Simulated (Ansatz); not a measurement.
**Ti4Pt, from a guessed structure to a relaxed one**

This structure for Ti4Pt is made up. Its elements were placed in a known structure type with a cell scaled to their sizes. What cell does the guess relax to, and how far off was it?

Calculated with Ansatz 0.2.0; DFT, PBE, plane-wave PAW, files of the set soft_1, scalar-relativistic, no spin, cell and ions relaxed at zero pressure; PAW set soft_1, in the first sound run; inputs show where later runs differ.

## 1. Starting point

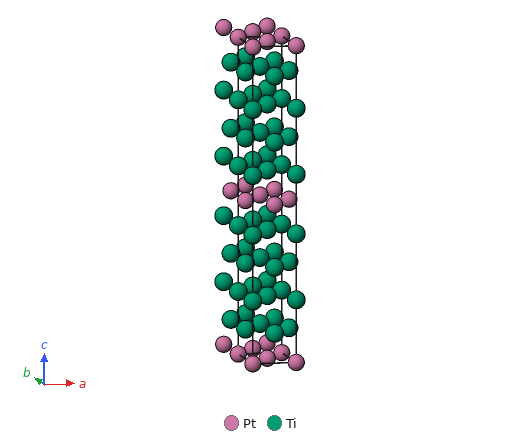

The starting structure, seen slightly off an axis (platinum pink, titanium teal). 1×2×1 cells are drawn. This picture shows the conventional cell, with its axes. Some periodic images of atoms are drawn too.

## 2. Relaxation of the guess

The guess takes its coordinates from another compound and its volume from a rule, so the cell and any free coordinates are relaxed together.

Contents of input.yaml:

```yaml
crystal:
  lattice:
    - [0.0, 2.363, 11.0445]
    - [1.534, 0.0, 11.0445]
    - [1.534, 2.363, 0.0]
  atoms:
    - { symbol: Pt, position: [0.0, 0.0, 0.0] }
    - { symbol: Ti, position: [0.594, 0.594, 0.406] }
    - { symbol: Ti, position: [0.1975, 0.1975, 0.8025] }
    - { symbol: Ti, position: [0.8025, 0.8025, 0.1975] }
    - { symbol: Ti, position: [0.406, 0.406, 0.594] }
kpoints:
  mp_grid: { grid: [10, 10, 10] }
scf:
  occupations: { method: fermi_dirac, width: 0.05 }
hamiltonian:
  xc: pbe
  pseudopotentials: { kind: paw, azcp: { folder: soft_1 } }
relax:
  f_tol: 0.015
  max_steps: 70
  cell: {}
output:
  forces: true
  stress: true
```

On the command line:

```console
ansatz run input.yaml --threads 4 --pin off --max-ram 8192MiB --backend cpu --events-out ev --progress --plain --runs-dir out
```

Numbers of over 12 decimals in the logs are rounded to 6 here.

Output:

```text
basis.fft_grid_basis auto: the FFT boxes are laid along the combinations [[1, -1, 0], [0, 1, 0], [0, 0, 1]] of the cell's own vectors, 2.817, 11.151 and 2.817 Å long. The dense box has 20×75×20 points. Along the cell's own vectors, as sized, it would have 80×75×20, 4.00 times as many. basis.fft_grid_basis: typed keeps the cell's own vectors: state it where this run's energies or levels are differenced outside the engine with another run's, or held beside a run that keeps those vectors.
Engine: ansatz 0.2.0, aarch64-unknown-linux-gnu
Pseudopotentials: kind: paw
Pseudopotential: Pt, paw, valence charge 18, recommended cutoff 420 eV (normal), soft_1/Pt.paw.azcp
Pseudopotential: Ti, paw, valence charge 12, recommended cutoff 420 eV (normal), soft_1/Ti.paw.azcp
Functional definition: PBE
  parameter kappa = 0.804
  parameter beta = 0.066725
  exchange = pbe_x(kappa = kappa, mu = beta*pi^2/3)
  correlation = pbe_c(beta = beta)
Crystal: 5 atoms, lattice volume = 80.069 Å³
Basis set: ecut = 420 eV, 1567 PW (Γ), FFT grids on a1−a2, a2, a3, exchange–correlation on 40×150×40 points (8 copies of the dense FFT grid, shifted against one another)
Bands: 40, of which v1, the nominal top of the filled ones, is band 33 counted from 1 (32 counted from 0)
Symmetry: 8 space group operations
Space group: Fmmm (ITA 69), of the structure as read, at distance tolerance 4.3e-5 Å
k-points: 171 of 1000
Non-local potential: Pt, projectors of the file, l = 0: 3, l = 1: 2, l = 2: 2, l = 3: 1
Non-local potential: Ti, projectors of the file, l = 0: 3, l = 1: 2, l = 2: 3, l = 3: 1
PAW form: soft (Blöchl's): semilocal exchange-correlation on the pseudo side does not see the compensation charge
PAW one-centre angular grid: Pt, 590 points (default); XC on 64 Gauss nodes
PAW one-centre angular grid: Ti, 590 points (default); XC on 64 Gauss nodes
Initial density: superposition of atomic densities (chi_scale 0.1, normalization cell, long waves of neutral atoms (reshape's long-wave potential 2.98 eV rms, cloud 2.96 Å wide))
Initial wavefunctions: pseudopotential atomic-orbital guess
Functional: x = pbe(κ = 0.804, μ = 0.219515), c = pbe(β = 0.066725)
SCF iter   1: F=—  HF=-22573.901661 eV  |F-HF|=—  |Δ(HF+E_count)|=         —  Δρ=4.56e-1  dr2=1.62e3  ethr=3.10e-3  ⟨swp⟩=4.8  Hψ=22591  notcnv=0
preconditioner: auto → Kerker (q_TF=auto, 2.642 Å⁻¹)  [metal: Δε(μ)=0.004 eV  Ē_g=3.444 eV  σ=0.050 eV  W_gap=0.02  n_scr=24 (ndim 8)  ℏωp=21.2 eV  f_vac=0.000  D(μ)=8.97/eV (n_scr^D=118)]
SCF iter   2: F=—  HF=-22529.889282 eV  |F-HF|=—  |Δ(HF+E_count)|=    4.40e1  Δρ=1.59e-1  dr2=1.23e2  ethr=3.10e-3  ⟨swp⟩=9.5  Hψ=42504  notcnv=2  defer=25
SCF iter   3: F=—  HF=-22525.152091 eV  |F-HF|=—  |Δ(HF+E_count)|=    4.74e0  Δρ=5.57e-2  dr2=2.16e1  ethr=3.10e-3  ⟨swp⟩=6.2  Hψ=19357  notcnv=0  defer=71
SCF iter   4: F=—  HF=-22524.461404 eV  |F-HF|=—  |Δ(HF+E_count)|=   6.91e-1  Δρ=3.64e-2  dr2=2.92e0  ethr=3.10e-3  ⟨swp⟩=6.3  Hψ=16852  notcnv=0  defer=57
SCF iter   5: F=—  HF=-22524.471007 eV  |F-HF|=—  |Δ(HF+E_count)|=   9.60e-3  Δρ=3.52e-2  dr2=5.85e0  ethr=3.10e-3  ⟨swp⟩=5.2  Hψ=13959  notcnv=0  defer=43
SCF iter   6: F=—  HF=-22524.307159 eV  |F-HF|=—  |Δ(HF+E_count)|=   1.64e-1  Δρ=1.76e-2  dr2=1.35e0  ethr=3.10e-3  ⟨swp⟩=3.1  Hψ=9751  notcnv=0  defer=30
SCF iter   7: F=—  HF=-22524.262489 eV  |F-HF|=—  |Δ(HF+E_count)|=   4.47e-2  Δρ=3.40e-3  dr2=4.53e-2  ethr=2.05e-3  ⟨swp⟩=3.2  Hψ=8670  notcnv=0  defer=29
SCF iter   8: F=—  HF=-22524.262282 eV  |F-HF|=—  |Δ(HF+E_count)|=   2.07e-4  Δρ=5.10e-4  dr2=5.46e-4  ethr=6.86e-5  ⟨swp⟩=3.4  Hψ=9512  notcnv=0  defer=39
SCF iter   9: F=—  HF=-22524.262309 eV  |F-HF|=—  |Δ(HF+E_count)|=   2.76e-5  Δρ=1.35e-4  dr2=3.80e-5  ethr=8.28e-7  ⟨swp⟩=2.4  Hψ=8761  notcnv=0  defer=28
SCF iter  10: F=—  HF=-22524.262341 eV  |F-HF|=—  |Δ(HF+E_count)|=   3.21e-5  Δρ=2.29e-5  dr2=3.38e-7  ethr=5.76e-8  ⟨swp⟩=2.2  Hψ=8460  notcnv=0  defer=26
SCF iter  11: F=-22524.262341 eV  HF=-22524.262341 eV  |F-HF|=2.88e-8  |Δ(HF+E_count)|=   2.78e-8  Δρ=5.01e-6  dr2=4.24e-8  ethr=1.52e-10  ⟨swp⟩=5.4  Hψ=23103  notcnv=0
SCF 1 converged in 11 iterations: F = -22524.262341 eV  dr2 = 4.24e-8
  greatest PAW one-centre occupation: 1.000 electrons in one spin orbital (limit 2), on the Pt atom at site 0 (counted from 0), in its partial waves of l = 0
relax step   1: F+E_penalty+E_count = -22524.26234131 eV  Δ(F+E_penalty+E_count) = +0.000e0 eV  max|allowed force component| = 7.312e-1 eV/Å  Δτ_max = 0.0000 Å  P = +7.582 GPa  Ω = 80.069 Å³  (11 SCF iters, dr2 threshold 1.00e-7 eV, accepted)
Crystal: 5 atoms, lattice volume = 85.639 Å³
Basis set: ecut = 420 eV, 1663 PW (Γ), FFT grids on a1−a2, a2, a3, exchange–correlation on 40×150×40 points (8 copies of the dense FFT grid, shifted against one another)
Initial density: handed on by an earlier stage of this run
Initial wavefunctions: those handed on with the density
SCF iter   1: F=—  HF=-22525.087736 eV  |F-HF|=—  |Δ(HF+E_count)|=         —  Δρ=5.25e-2  dr2=2.79e1  ethr=3.10e-3  ⟨swp⟩=9.4  Hψ=28755  notcnv=0
preconditioner: auto → Kerker (q_TF=auto, 2.612 Å⁻¹)  [metal: Δε(μ)=0.004 eV  Ē_g=3.844 eV  σ=0.050 eV  W_gap=0.02  n_scr=24 (ndim 8)  ℏωp=20.5 eV  f_vac=0.000  D(μ)=9.47/eV (n_scr^D=120)]
SCF iter   2: F=—  HF=-22524.596909 eV  |F-HF|=—  |Δ(HF+E_count)|=   4.91e-1  Δρ=2.14e-2  dr2=6.00e0  ethr=3.10e-3  ⟨swp⟩=2.0  Hψ=8519  notcnv=0  defer=8
SCF iter   3: F=—  HF=-22524.451684 eV  |F-HF|=—  |Δ(HF+E_count)|=   1.45e-1  Δρ=4.92e-3  dr2=4.14e-2  ethr=3.10e-3  ⟨swp⟩=2.1  Hψ=7543  notcnv=0  defer=8
SCF iter   4: F=—  HF=-22524.445716 eV  |F-HF|=—  |Δ(HF+E_count)|=   5.97e-3  Δρ=1.76e-3  dr2=1.80e-2  ethr=6.27e-5  ⟨swp⟩=2.6  Hψ=14187  notcnv=0  defer=24
SCF iter   5: F=—  HF=-22524.444439 eV  |F-HF|=—  |Δ(HF+E_count)|=   1.28e-3  Δρ=4.60e-4  dr2=1.48e-3  ethr=2.73e-5  ⟨swp⟩=1.1  Hψ=6837  notcnv=0  defer=24
SCF iter   6: F=—  HF=-22524.444329 eV  |F-HF|=—  |Δ(HF+E_count)|=   1.10e-4  Δρ=1.48e-4  dr2=3.62e-5  ethr=2.24e-6  ⟨swp⟩=1.8  Hψ=7312  notcnv=0  defer=24
SCF iter   7: F=—  HF=-22524.444106 eV  |F-HF|=—  |Δ(HF+E_count)|=   2.23e-4  Δρ=2.67e-5  dr2=1.34e-6  ethr=5.48e-8  ⟨swp⟩=2.0  Hψ=7985  notcnv=0  defer=24
SCF iter   8: F=-22524.444105 eV  HF=-22524.444106 eV  |F-HF|=2.12e-7  |Δ(HF+E_count)|=   3.02e-8  Δρ=7.23e-6  dr2=2.28e-7  ethr=7.58e-10  ⟨swp⟩=4.0  Hψ=21822  notcnv=0
SCF 2 converged in 8 iterations: F = -22524.444105 eV  dr2 = 2.28e-7
[...]
relax step  16: F+E_penalty+E_count = -22525.24359357 eV  Δ(F+E_penalty+E_count) = -5.916e-2 eV  max|allowed force component| = 9.011e-2 eV/Å  Δτ_max = 0.0211 Å  P = -0.296 GPa  Ω = 83.879 Å³  energy of the carried Pulay correction = -6.251e-4 eV  (6 SCF iters, dr2 threshold 5.00e-7 eV, accepted)
relax step  17: F+E_penalty+E_count = -22525.31413253 eV  Δ(F+E_penalty+E_count) = -7.054e-2 eV  max|allowed force component| = 2.511e-1 eV/Å  Δτ_max = 0.0108 Å  P = +0.410 GPa  Ω = 83.174 Å³  energy of the carried Pulay correction = -3.970e-4 eV  (6 SCF iters, dr2 threshold 5.00e-7 eV, accepted)
relax step  18: F+E_penalty+E_count = -22525.25983579 eV  Δ(F+E_penalty+E_count) = +5.430e-2 eV  max|allowed force component| = 6.736e-1 eV/Å  Δτ_max = 0.1630 Å  P = +4.186 GPa  Ω = 80.419 Å³  energy of the carried Pulay correction = +4.625e-4 eV  (8 SCF iters, dr2 threshold 5.00e-7 eV, rejected (line search))
relax step  19: F+E_penalty+E_count = -22525.34145801 eV  Δ(F+E_penalty+E_count) = -2.733e-2 eV  max|allowed force component| = 4.452e-2 eV/Å  Δτ_max = 0.0413 Å  P = -0.141 GPa  Ω = 83.119 Å³  energy of the carried Pulay correction = -4.193e-4 eV  (11 SCF iters, accepted)
relax step  20: F+E_penalty+E_count = -22525.34234851 eV  Δ(F+E_penalty+E_count) = -8.905e-4 eV  max|allowed force component| = 9.212e-2 eV/Å  Δτ_max = 0.0214 Å  P = +0.387 GPa  Ω = 82.536 Å³  energy of the carried Pulay correction = -2.428e-4 eV  (7 SCF iters, dr2 threshold 5.00e-7 eV, accepted)
relax step  21: F+E_penalty+E_count = -22525.34488977 eV  Δ(F+E_penalty+E_count) = -2.541e-3 eV  max|allowed force component| = 3.095e-3 eV/Å  Δτ_max = 0.0067 Å  P = -0.015 GPa  Ω = 82.841 Å³  energy of the carried Pulay correction = -3.393e-4 eV  (6 SCF iters, dr2 threshold 5.00e-7 eV, accepted)
relax step  22: F+E_penalty+E_count = -22525.34491512 eV  Δ(F+E_penalty+E_count) = -2.536e-5 eV  max|allowed force component| = 9.599e-4 eV/Å  Δτ_max = 0.0011 Å  P = -0.002 GPa  Ω = 82.846 Å³  energy of the carried Pulay correction = -3.411e-4 eV  (6 SCF iters, dr2 threshold 7.65e-9 eV, accepted)
relax step  23: F+E_penalty+E_count = -22525.35348004 eV  Δ(F+E_penalty+E_count) = -8.565e-3 eV  max|allowed force component| = 1.143e-3 eV/Å  Δτ_max = 0.0000 Å  P = +0.239 GPa  Ω = 82.846 Å³  stress off target by 6.32e-1 GPa  SCF on the basis re-selected at this cell (its energy is not comparable with the rows above)  (7 SCF iters)
relax step  24: F+E_penalty+E_count = -22525.35430915 eV  Δ(F+E_penalty+E_count) = -8.291e-4 eV  max|allowed force component| = 7.856e-3 eV/Å  Δτ_max = 0.0022 Å  P = -0.016 GPa  Ω = 82.976 Å³  energy of the carried Pulay correction = -5.778e-5 eV  (6 SCF iters, dr2 threshold 5.00e-7 eV, accepted)
iter 1 solved again at ethr=9.57e-8 eV; its pass at ethr=3.10e-3 eV (dr2=6.32e-5 eV) is discarded
SCF iter   1: F=—  HF=-22525.354280 eV  |F-HF|=—  |Δ(HF+E_count)|=         —  Δρ=1.11e-4  dr2=2.28e-7  ethr=9.57e-8  ⟨swp⟩=3.1  Hψ=37870  notcnv=0
preconditioner: auto → Kerker (q_TF=auto, 2.626 Å⁻¹)  [metal: Δε(μ)=0.012 eV  Ē_g=3.711 eV  σ=0.050 eV  W_gap=0.06  n_scr=22 (ndim 8)  ℏωp=20.8 eV  f_vac=0.000  D(μ)=7.37/eV (n_scr^D=82)]
SCF iter   2: F=—  HF=-22525.354348 eV  |F-HF|=—  |Δ(HF+E_count)|=   6.83e-5  Δρ=5.64e-5  dr2=5.86e-8  ethr=3.45e-10  ⟨swp⟩=2.1  Hψ=10593  notcnv=0
SCF iter   3: F=—  HF=-22525.354355 eV  |F-HF|=—  |Δ(HF+E_count)|=   6.67e-6  Δρ=6.19e-7  dr2=1.94e-10  ethr=8.88e-11  ⟨swp⟩=1.0  Hψ=6840  notcnv=0
iter 4 did not close the SCF: its close was put off for the readings that it lacked (scf_convergence_deferred on its scf_iter line)
SCF iter   4: F=-22525.354355 eV  HF=-22525.354355 eV  |F-HF|=7.28e-12  |Δ(HF+E_count)|=  1.35e-10  Δρ=2.35e-7  dr2=3.19e-11  ethr=1.00e-12  ⟨swp⟩=1.7  Hψ=7683  notcnv=0
iter 5 did not close the SCF: its close was put off for the readings that it lacked (scf_convergence_deferred on its scf_iter line)
SCF iter   5: F=-22525.354355 eV  HF=-22525.354355 eV  |F-HF|=3.64e-12  |Δ(HF+E_count)|=  1.09e-11  Δρ=4.38e-8  dr2=2.12e-12  ethr=1.00e-12  ⟨swp⟩=1.0  Hψ=6840  notcnv=0
iter 6 did not close the SCF: its close was put off for the readings that it lacked (scf_convergence_deferred on its scf_iter line)
SCF iter   6: F=-22525.354355 eV  HF=-22525.354355 eV  |F-HF|=7.28e-12  |Δ(HF+E_count)|=  3.64e-12  Δρ=1.77e-8  dr2=2.05e-13  ethr=1.00e-12  ⟨swp⟩=1.0  Hψ=6840  notcnv=0
iter 7 did not close the SCF: its close was put off for the readings that it lacked (scf_convergence_deferred on its scf_iter line)
SCF iter   7: F=-22525.354355 eV  HF=-22525.354355 eV  |F-HF|=3.64e-12  |Δ(HF+E_count)|=  3.64e-12  Δρ=4.31e-9  dr2=1.53e-14  ethr=1.00e-12  ⟨swp⟩=1.0  Hψ=6840  notcnv=0
SCF iter   8: F=-22525.354355 eV  HF=-22525.354355 eV  |F-HF|=0.00e0  |Δ(HF+E_count)|=    0.00e0  Δρ=1.02e-9  dr2=8.10e-16  ethr=1.00e-12  ⟨swp⟩=1.0  Hψ=14366  notcnv=0
SCF 25 converged in 8 iterations: F = -22525.354355 eV  dr2 = 8.10e-16
relax step  25: F+E_penalty+E_count = -22525.35435463 eV  Δ(F+E_penalty+E_count) = -4.549e-5 eV  max|allowed force component| = 7.841e-3 eV/Å  Δτ_max = 0.0000 Å  P = -0.017 GPa  Ω = 82.976 Å³  stress off target by 3.37e-2 GPa  SCF on the basis re-selected at this cell (its energy is not comparable with the rows above)  (8 SCF iters)
basis re-selected at this cell: Δ(F+E_penalty+E_count) = -4.549e-5 eV, ΔP = -0.001 GPa vs the last step (what re-selecting the basis moved, of the pressure what is left beyond the Pulay correction that the steps carried, after the strain that the cell walked since its last selection, with what the two solves' SCF thresholds leave and, on support functions, any second-order correction that the steps lacked; it is no m [...]
SCF converged after 8 iterations
Free energy (F): -22525.354355 eV
Harris-Foulkes:  -22525.354355 eV  (|F-HF|=0.00e0)
Internal energy: -22525.293806 eV  (E = F + TS)
E sigma→0 (E₀):  -22525.324080 eV
Entropy (-TS):   -0.060548 eV (-12.110 meV/atom)
Fermi energy:    15.359969 eV
--- Per-component energies (eV) ---
  E_band       = -812.810668
  E_kinetic    = 1720.748078
  E_local      = -5441.248211  (includes V_loc(G=0)·N_el)
  E_nonlocal   = 444.685303
  E_hartree    = 2165.622398
  E_xc         = -698.164964
  E_vxc        = -854.807304  (∫ρ·V_xc dr)
  E_paw        = -13652.360575  (= ΣΔE_a)
  E_vpaw       = -1013.434096  (= ΣTr[D̂ρ^β])
  E_aug_tail   = 0.000769  (compensation charges beyond the density's cutoff)
  E_ewald      = -7064.576604
  E_smearing   = -0.060548  (= −TS)
  E_closure    = 0.000000  (closes the sum)
  Σ components = -22525.354355   (vs F -22525.354355, Δ=0.00e0)
--- Forces (eV/Å), atoms counted from 1 ---
  atom   1  Pt     0.00000000     0.00000000    -0.00000000
  atom   2  Ti     0.00000000     0.00000000     0.00784065
  atom   3  Ti     0.00000000     0.00000000     0.00263914
  atom   4  Ti     0.00000000     0.00000000    -0.00263914
  atom   5  Ti     0.00000000     0.00000000    -0.00784065
  max |Σ_I F_I| component: 1.73e-18 eV/Å
--- Stress (GPa, compression-positive) ---
        0.012399       0.000000       0.000000
        0.000000      -0.029050       0.000000
        0.000000       0.000000      -0.033689
  P = ⅓ Tr σ = -0.0168 GPa (-0.168 kbar)
--- Relaxed structure (22 steps of the walk, 21 accepted, 3 SCFs on fresh bases) ---
  F+E_penalty+E_count = -22525.35435463 eV   max|allowed force component| = 7.841e-3 eV/Å   (the final SCF, on the basis selected at the relaxed cell)
  cell:  # Å, volume = 82.9761 Å³
    - [0.0, 2.232549, 8.326730]
    - [2.231761, 0.0, 8.326730]
    - [2.231761, 2.232549, 0.0]
  atoms:
    - { symbol: Pt, position: [2.7044927205374324e-19, 2.7044927205374324e-19, -2.7044927205374324e-19] }
    - { symbol: Ti, position: [0.595493, 0.595493, 0.404507] }
    - { symbol: Ti, position: [0.196983, 0.196983, 0.803017] }
    - { symbol: Ti, position: [0.803017, 0.803017, 0.196983] }
    - { symbol: Ti, position: [0.404507, 0.404507, 0.595493] }
```

Wall time 2.5 min (4 threads of Arm Neoverse V2, shared host); peak memory 0.72 GiB.

The steps of the relaxation (22 of 25):

```csv
step,energy less that of the first step (eV),largest force component (eV/Å),pressure (GPa),volume (Å³)
1,0.0000,0.7312,7.58,80.07
2,-0.1818,0.1128,-3.16,85.64
3,-0.3252,0.0875,-1.29,84.22
4,-0.4781,0.1354,-0.36,83.54
6,-0.6960,0.0723,0.57,82.49
7,-0.7068,0.0320,0.00,82.44
8,-0.7070,0.0063,0.08,82.36
9,-0.7070,0.0009,0.00,82.42
10*,-0.8134,0.0038,1.91,82.42
11,-0.8884,0.0615,2.02,82.43
12,-0.8983,0.2193,-2.00,84.65
14,-0.9155,0.0179,0.03,83.69
15,-0.9221,0.0542,-0.09,83.81
16,-0.9813,0.0901,-0.30,83.88
17,-1.0518,0.2511,0.41,83.17
18,-0.9975,0.6736,4.19,80.42
19,-1.0791,0.0445,-0.14,83.12
20,-1.0800,0.0921,0.39,82.54
22,-1.0826,0.0010,0.00,82.85
23*,-1.0911,0.0011,0.24,82.85
24,-1.0920,0.0079,-0.02,82.98
25*,-1.0920,0.0078,-0.02,82.98
```

Relaxation steps marked * repeat the geometry before them on a plane-wave basis chosen anew for their cell, so energy and pressure can jump there. Other such steps can lie between the rows shown. Relaxation step 18 was tried and not accepted.

The run keeps the 8 symmetry operations that it works with, so distortions that break them were not tested.

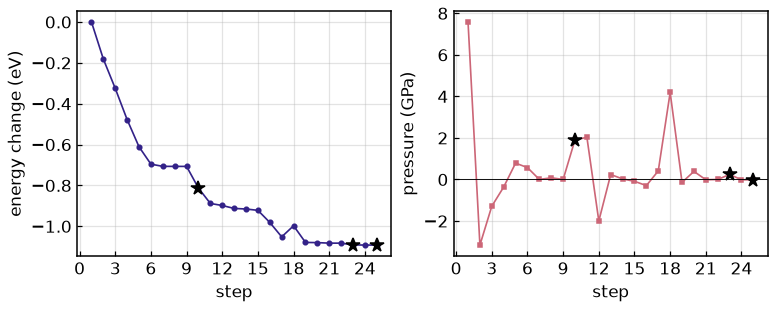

Energy and pressure along the relaxation. Stars mark steps on a basis chosen anew.

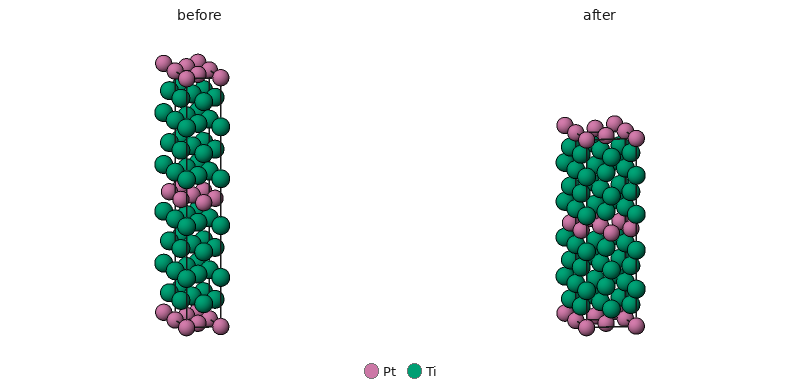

The structure before and after the relaxation, drawn at the same scale.

```csv
cell as run,before,after,change
a (Å),11.294,8.621,-23.7 %
b (Å),11.151,8.621,-22.7 %
c (Å),2.817,3.157,+12.1 %
α (°),85.70,79.45,-7.3 %
β (°),79.89,79.45,-0.6 %
γ (°),14.40,21.10,+46.5 %
volume (Å³/atom),16.01,16.60,+3.6 %
```

The atoms that moved most (Å, as changes of fractional coordinates times the final cell):

```csv
atom,dx,dy,dz,length
Ti2,0.000,0.000,0.025,0.025
Ti5,0.000,0.000,-0.025,0.025
Ti4,0.000,0.000,0.009,0.009
Ti3,0.000,0.000,-0.009,0.009
```

Final coordinates:

```xyz
5
Lattice="0.0000 2.2325 8.3267 2.2318 0.0000 8.3267 2.2318 2.2325 0.0000" Properties=species:S:1:pos:R:3 pbc="T T T"
Pt    0.0000    0.0000    0.0000
Ti    2.2318    2.2325    9.9170
Ti    2.2318    2.2325    3.2804
Ti    2.2318    2.2325   13.3730
Ti    2.2318    2.2325    6.7364
```

This step gave:

| Quantity | Value |
| --- | --- |
| free energy | -22525.3544 eV |
| energy at zero smearing | -22525.3241 eV |
| smearing term TS | 0.06055 eV |
| Fermi energy | 15.36 eV |
| electrons | 66 |
| symmetry operations | 8 |
| pressure | -0.01678 GPa |

The shortest distance of each pair, which need not be the same contact before and after:

```csv
pair,guess (Å),relaxed (Å)
Pt–Ti,2.582,2.740
Ti–Ti,2.753,2.800
Pt–Pt,2.817,3.157
```

The relaxation ends with a largest force component of 0.0078 eV/Å and a pressure of -0.02 GPa.

(Part 1 of 2 ends here.)

[Logs are printed without paths, hosts, clocks, repeated set-up lines and the standing remarks that a program may print on its own settings, such as how far it seeks lower states.]

[Hosts, paths, dates, database ids (printed as entryN), source tags and the programs' standing remarks are cut or masked in the printed files.]
